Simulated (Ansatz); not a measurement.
# C2H6OSi: up Jacob's ladder to CCSD(T)

How much do the methods differ for C2H6OSi? The plan is to run it at one geometry with functionals of several rungs and with coupled cluster. The yardstick is the atomisation energy at the CCSD(T) limit.

Computed with Ansatz 0.2.0, Gaussian basis. Level: functionals in def2-TZVPP, the program's frozen cores in correlated methods.

Levels to be run: LDA (SPW92), PBE-D4, revPBE-D4, BLYP-D4, r2SCAN-D4, B97M-V, PBE0-D4, B3LYP-D4, r2SCANh-D4, r2SCAN0-D4, HSE06-D4, BHLYP-D4, CAM-B3LYP-D4, LC-ωPBE, ωB97X-V, ωB97M-V, B2PLYP, PBE-QIDH; CCSD(T)/def2-SVP; CCSD(T)/def2-TZVPP; MP2/def2-QZVPP; extrapolation to the limit; RPA on PBE.

## 1. The relaxed structure

The geometry comes from an earlier relaxation with PBE0-D4 in a triple-zeta def2 set; it is a stationary point, not always the lowest conformer.

SMILES `C1C[SiH2]O1`, 10 atoms, charge 0, spin multiplicity 1.

Atoms are counted from 1 here; the program's logs count them from 0.

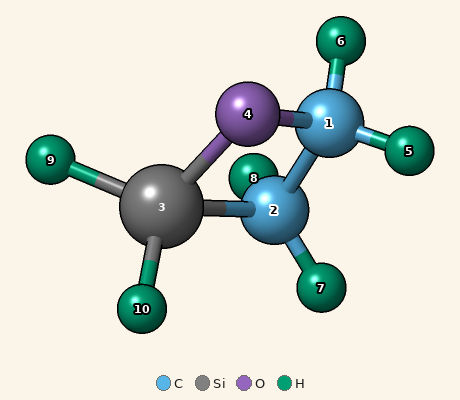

The structure; carbon blue, silicon grey, oxygen purple, hydrogen teal; atoms are numbered from 1 in the order of the file.

## 2. LDA

This LDA is Slater exchange with PW92 correlation.

in.yaml

```yaml
crystal:
  periodic: [false, false, false]
  atoms:
    - {symbol: C, position_ang: [-0.816361, 0.556046, -0.533568]}
    - {symbol: C, position_ang: [-0.349833, -0.851929, -0.093806]}
    - {symbol: Si, position_ang: [1.099258, 0.112625, 0.597341]}
    - {symbol: O, position_ang: [0.255773, 1.398911, -0.046000]}
    - {symbol: H, position_ang: [-0.901363, 0.665270, -1.617775]}
    - {symbol: H, position_ang: [-1.759028, 0.862702, -0.072993]}
    - {symbol: H, position_ang: [-0.144689, -1.532032, -0.919143]}
    - {symbol: H, position_ang: [-1.011119, -1.339477, 0.620825]}
    - {symbol: H, position_ang: [1.267290, 0.173667, 2.074962]}
    - {symbol: H, position_ang: [2.443173, -0.096981, -0.006842]}
basis:
  gaussian: {orbitals: def2-TZVPP}
hamiltonian: {xc: lda}
output: {orbitals: {seedname: orbitals}}
```

Launch:

```
> ansatz run in.yaml --threads 2 --pin off --events-out ev --progress --plain --max-ram 4352MiB
```

Further steps of the session: PBE-D4 (GGA); revPBE-D4 (GGA); BLYP-D4 (GGA); r2SCAN-D4 (meta-GGA); B97M-V (meta-GGA); B3LYP-D4 (hybrid); r2SCANh-D4 (hybrid); r2SCAN0-D4 (hybrid); HSE06-D4 (hybrid); BHLYP-D4 (hybrid); CAM-B3LYP-D4 (range-separated); LC-ωPBE (range-separated); ωB97X-V (range-separated); ωB97M-V (range-separated); B2PLYP (double hybrid); PBE-QIDH (double hybrid); CCSD(T) in def2-SVP; CCSD(T) in def2-TZVPP; MP2 in def2-QZVPP; RPA on PBE orbitals.

Q: Predict the results of all the runs planned. Wanted: atomisation energy, CCSD(T)/CBS; farthest beyond LDA; mean size of error, GGA; mean size of error, meta-GGA; mean size of error, hybrid; mean size of error, range-separated; mean size of error, double hybrid; gap, smallest and largest; T1 diagnostic.

The runs gave:

| quantity | value |
| --- | --- |
| atomisation energy, CCSD(T)/CBS | 39.161 eV |
| functionals within 0.196 eV (0.5 %) | r2SCAN-D4, B97M-V, PBE0-D4, B3LYP-D4, r2SCANh-D4, HSE06-D4, CAM-B3LYP-D4, LC-ωPBE, ωB97X-V, ωB97M-V |
| farthest beyond LDA | BHLYP-D4 (-1.114 eV) |
| mean size of error, GGA | 0.393 eV |
| mean size of error, meta-GGA | 0.032 eV |
| mean size of error, hybrid | 0.326 eV |
| mean size of error, range-separated | 0.110 eV |
| mean size of error, double hybrid | 0.350 eV |
| gap, smallest and largest | 5.21 eV (LDA (SPW92)), 12.69 eV (LC-ωPBE) |
| T1 diagnostic | 0.0111 |
| triples share of the correlation energy | 3.8 % |

**Reading.** LDA overbinds by 5.384 eV (14 %). PBE-D4 is off by +0.521 eV. Double hybrids carry the basis error of their MP2 part in triple zeta, and no dispersion term here, so their miss is partly the set-up's. The rungs meta-GGA, range-separated miss on average by less than the doubt on the reference (0.196 eV), so they tie. The reference freezes the cores and leaves out relativity and excitations past (T), so misses under about 0.196 eV can't be ranked. Hartree-Fock recovers 73 % of the binding; the rest is correlation. CCSD(T) in def2-SVP is off by -2.287 eV, so the small basis spoils what the method gains. Orbital gaps span 5.2 to 12.7 eV; exact exchange widens them.
